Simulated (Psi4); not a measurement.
**wB97M-V/cc-pVTZ (density fitting with def2-universal-jkfit, sweep point 5) run of GeN2H4 (SMILES [NH2][Ge][NH2])**

Aim: the vertical electron affinity of GeN2H4 at wB97M-V/cc-pVTZ (density fitting with def2-universal-jkfit, sweep point 5), from 2 runs. 

The calculation is run with Psi4 1.11.

4 further runs of the same task are left out: 4 set aside as unsound or not needed. Runs told in other sessions of the task aren't counted.

## 1. The system as given

GeN2H4 has 7 atoms, charge 0, and is taken as a singlet. As SMILES, `[NH2][Ge][NH2]`. The coordinates come from a PBE0-D4/def2-TZVP relaxation. This is one conformer, not always the lowest.

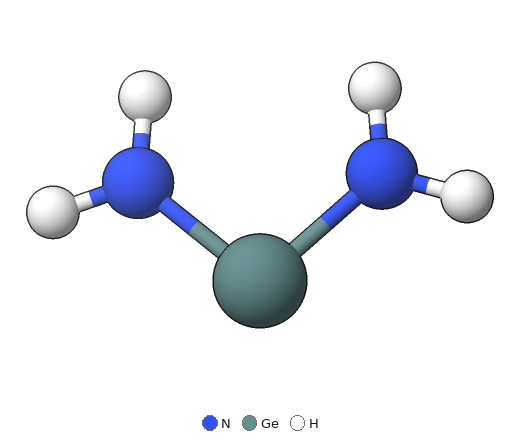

The structure, seen from a chosen angle (nitrogen blue, germanium teal, hydrogen white).

## 2. The energy at wB97M-V/cc-pVTZ (density fitting with def2-universal-jkfit, sweep point 5)

The input, geh4n2.dat:

```
memory 1.6 GB

molecule geom {
  0 1
  N     -1.179700     0.092100    -0.683900
  Ge    -0.069700    -1.237600    -0.102500
  N      1.194700    -0.165000     0.665000
  H     -2.029900    -0.124000    -1.176400
  H     -1.047800     1.084700    -0.566600
  H      1.191600     0.842500     0.702200
  H      2.002000    -0.560700     1.116500
  units angstrom
  symmetry c1
}

set {
  basis                cc-pVTZ
  puream               true
  scf_type             df
  dft_radial_points    75
  dft_spherical_points 302
  df_basis_scf         def2-universal-jkfit
}

result, w = energy("wb97m-v", return_wfn=True)
```

On the command line:

```bash
$ psi4 geh4n2.dat geh4n2.out -n 1
```

geh4n2.out:

```text
[...]
  Running in c1 symmetry.
[...]
  Nuclear repulsion =  186.522419598915889
[...]
  Multiplicity = 1
[...]
  Nalpha       = 25
  Nbeta        = 25
[...]
    Number of basis functions: 159
[...]
   @DF-RKS iter   1: -2187.74516780222848   -2.93313e+00   1.30271e-02 DIIS/ADIIS
[...]
   @DF-RKS iter   8: -2188.87145348652621   -2.19126e-07   5.15666e-07 DIIS
[...]
    Orbital Energies [Eh]
    ---------------------
    Doubly Occupied:
       1A   -399.317552     2A    -50.044625     3A    -44.449484
       4A    -44.447653     5A    -44.446779     6A    -14.475488
       7A    -14.475478     8A     -6.373073     9A     -4.511183
      10A     -4.505932    11A     -4.501814    12A     -1.306840
      13A     -1.304269    14A     -1.302572    15A     -1.300762
      16A     -1.296595    17A     -0.962231    18A     -0.935282
      19A     -0.621855    20A     -0.592976    21A     -0.572425
      22A     -0.474221    23A     -0.387428    24A     -0.338081
      25A     -0.330280
[...]
  @DF-RKS Final Energy: -2188.87145348652621
   => Energetics <=
    Nuclear Repulsion Energy =            186.5224195989158886
    One-Electron Energy =               -3418.6740994039510042
    Two-Electron Energy =                1116.8842859194642188
    DFT Exchange-Correlation Energy =     -73.8093768234881935
    Empirical Dispersion Energy =           0.0000000000000000
    VV10 Nonlocal Energy =                  0.2053172225328523
    Total Energy =                      -2188.8714534865262067
[...]
 Multipole Moments:
 ------------------------------------------------------------------------------------
     Multipole            Electronic (a.u.)      Nuclear  (a.u.)        Total (a.u.)
 ------------------------------------------------------------------------------------
 L = 1.  Multiply by 2.5417464519 to convert [e a0] to [Debye]
 Dipole X            :         -0.4696655            0.5055884            0.0359230
 Dipole Y            :         -7.3337370            7.9177414            0.5840043
 Dipole Z            :         -0.5711819            0.6192656            0.0480836
 Magnitude           :                                                    0.5870806
[...]
```

It took 64 s on 1 thread of Intel Xeon 6975P-C (Granite Rapids), shared host; peak memory 1.6 GiB.

## 3. The doublet anion

The input, input.in:

```
memory 1600 MB

molecule {
  -1 2
  N     -1.179700     0.092100    -0.683900
  Ge    -0.069700    -1.237600    -0.102500
  N      1.194700    -0.165000     0.665000
  H     -2.029900    -0.124000    -1.176400
  H     -1.047800     1.084700    -0.566600
  H      1.191600     0.842500     0.702200
  H      2.002000    -0.560700     1.116500
  symmetry c1
}

set basis cc-pVTZ
set reference uks
set puream true
set scf_type df
set dft_radial_points 75
set dft_spherical_points 302
set maxiter 100
set df_basis_scf def2-universal-jkfit

E, wfn = energy('wb97m-v', return_wfn=True)
print_variables()
```

On the command line:

```bash
$ psi4 -n 1 input.in input.out
```

input.out:

```text
[...]
  Running in c1 symmetry.
[...]
  Nuclear repulsion =  186.522419598915889
[...]
  Multiplicity = 2
[...]
  Nalpha       = 26
  Nbeta        = 25
[...]
    Number of basis functions: 159
[...]
   @DF-UKS iter   1: -2187.36277332131067   -2.55073e+00   1.39119e-02 ADIIS/DIIS
[...]
   @DF-UKS iter  10: -2188.81826841346447   -3.14736e-07   6.99185e-07 DIIS
[...]
   @S^2 Observed:                7.533273208E-01
[...]
    Orbital Energies [Eh]
    ---------------------
    Alpha Occupied:
       1A   -399.063181     2A    -49.791173     3A    -44.195542
       4A    -44.194812     5A    -44.193991     6A    -14.257577
       7A    -14.257570     8A     -6.119726     9A     -4.254887
      10A     -4.253597    11A     -4.251013    12A     -1.053931
      13A     -1.051852    14A     -1.049614    15A     -1.046675
      16A     -1.046504    17A     -0.753078    18A     -0.728383
      19A     -0.405461    20A     -0.389451    21A     -0.368307
      22A     -0.260684    23A     -0.183850    24A     -0.140604
      25A     -0.110823    26A      0.057987
    Alpha Virtual:
[...]
  @DF-UKS Final Energy: -2188.81826841346447
   => Energetics <=
    Nuclear Repulsion Energy =            186.5224195989158886
    One-Electron Energy =               -3430.3778766036339221
    Two-Electron Energy =                1128.7417065003419339
    DFT Exchange-Correlation Energy =     -73.9117978648041856
    Empirical Dispersion Energy =           0.0000000000000000
    VV10 Nonlocal Energy =                  0.2072799557159881
    Total Energy =                      -2188.8182684134644660
  UHF NO Occupations:
  HONO-2 :   24  A 1.9997070
  HONO-1 :   25  A 1.9988660
[...]
 Multipole Moments:
 ------------------------------------------------------------------------------------
     Multipole            Electronic (a.u.)      Nuclear  (a.u.)        Total (a.u.)
 ------------------------------------------------------------------------------------
 L = 1.  Multiply by 2.5417464519 to convert [e a0] to [Debye]
 Dipole X            :         -0.4474236            0.5055884            0.0581649
 Dipole Y            :         -6.9872119            7.9177414            0.9305295
 Dipole Z            :         -0.5442847            0.6192656            0.0749809
 Magnitude           :                                                    0.9353557
[...]
```

Wall time 86 s (1 thread of Intel Xeon 6975P-C (Granite Rapids), shared host); peak memory 1.6 GiB.

## 4. Outcome

At wB97M-V/cc-pVTZ (density fitting with def2-universal-jkfit, sweep point 5):

```
                                         quantity           value
                     singlet GeN2H4: total energy  -2188.87145 Eh
                    singlet GeN2H4: dipole moment          1.49 D
                      singlet GeN2H4: HOMO energy        -8.99 eV
                      singlet GeN2H4: LUMO energy         1.33 eV
                    singlet GeN2H4: HOMO–LUMO gap        10.31 eV
                      doublet anion: total energy  -2188.81827 Eh
doublet anion: HOMO energy (highest over α and β)         1.58 eV
 doublet anion: LUMO energy (lowest over α and β)         7.09 eV
                              doublet anion: ⟨S²⟩           0.753
vertical electron affinity (to the doublet anion)       -1.447 eV
```

In words: The anion lies 1.45 eV (33 kcal/mol) above the neutral: the electron isn't bound at this level, and such a value depends on the basis. Without diffuse functions anions come out too high. The HOMO (doublet anion) lies at positive energy, 1.58 eV, from the functional's self-interaction, a short basis or an electron that isn't bound; only total energies against the neutral tell.
